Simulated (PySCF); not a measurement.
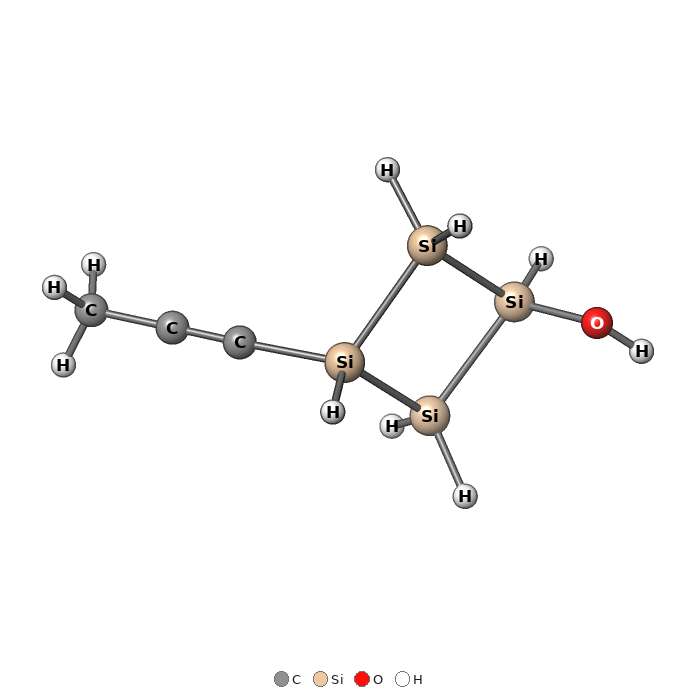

Computed geometry: GFN2-xTB optimisation. No frequency run is at hand to confirm it as a minimum. Method: PBE0/pcSseg-1, gas phase (PySCF 2.14.0).

What does the calculation give?

The species is C3H10OSi4 (`CC#C[Si@H]1[SiH2][Si@H](O)[SiH2]1`).
- dipole moment: 1.48 D
- HOMO energy (Kohn–Sham orbital): −6.88 eV
- LUMO energy (Kohn–Sham orbital): −1.64 eV
- HOMO–LUMO gap: 5.25 eV

The geometry is semi-empirical. Around Si such bond lengths and angles can be off by a tenth of an ångström or more and by several degrees, and values that hang on the shape move with them.
